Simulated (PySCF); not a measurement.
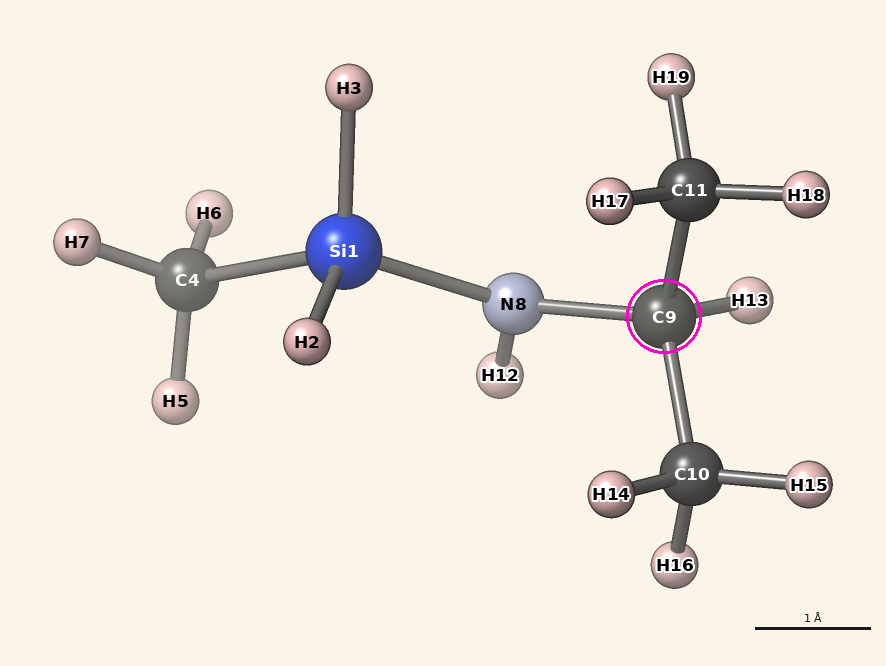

Orthographic view. Distant atoms are faded towards the background colour. The geometry was computed by an optimisation with PBE0-D3(BJ)/def2-SVP. No frequency run is at hand to confirm it as a minimum.

Name the neighbours of the circled atom.

Answer. The circled atom is C9; it is bonded to N8, C10, C11, H13.

What is the shortest path along bonds from the circled atom to H6?

Answer. C9–N8–Si1–C4–H6, 4 bonds; through space the two are 4.54 Å apart.

Which atom is farthest from the viewer?

Answer. H6, 2.1 Å behind the mean position.

Of Si1 and H2, which is nearer the viewer?

Answer. H2; the bond to Si1 points away from the viewer, so it looks shorter than its 1.51 Å.
